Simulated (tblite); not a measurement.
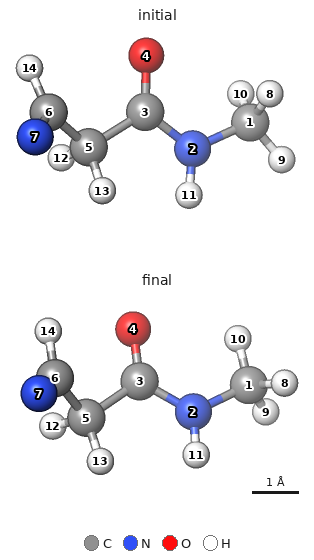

The structure of C4H7N2O (multiplicity 2) before (top) and after (bottom) a relaxation, at one scale.

The picture is a ball-and-stick view, seen at a tilt.

These are results of GFN2-xTB geometry optimisation, gas phase (tblite 0.8.0), not measurements. 

> Describe what moved and what it gained.

The atom that moves furthest after the best rigid fit is H10 (0.78 Å). By element the largest moves are H 0.78 Å, O 0.65 Å, N 0.25 Å, C 0.25 Å. Among the contacts that change: C6–N7 1.453 → 1.215 Å, C5–C6 1.491 → 1.520 Å, N2–C3 1.368 → 1.348 Å, C3–O4 1.229 → 1.212 Å. Bond angles that change, for instance: C5–C6–H14 119.3° → 110.0°, C5–C6–N7 120.5° → 127.2°, C3–C5–C6 113.9° → 108.3°. Groups turn about C1–N2 by about 60°, C3–C5 by about 25°. Over 107 geometry steps the energy falls by 145.3 kJ/mol.
